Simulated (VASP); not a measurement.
Band structure of C (space group P6_3/mmc). Level of theory: PBE GGA, VASP's PBE PAW potentials (set 64) (plane waves; VASP).

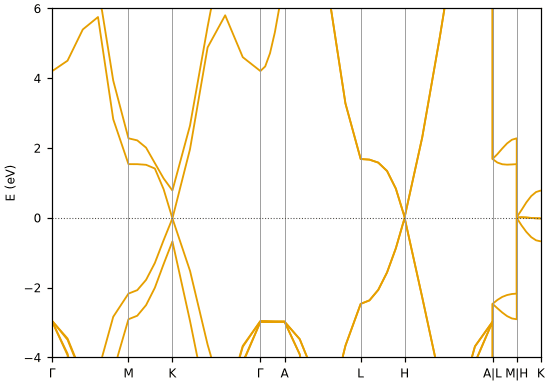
Bands along high-symmetry lines, zero at the valence-band maximum or, without a gap, the Fermi level

Task: Read the plot: is there a gap, and where are the band edges?

Result: It has no gap at this level: it comes out as a metal or semimetal.

The structure is a typed C crystal (P6_3/mmc). The cell was not relaxed at this level.
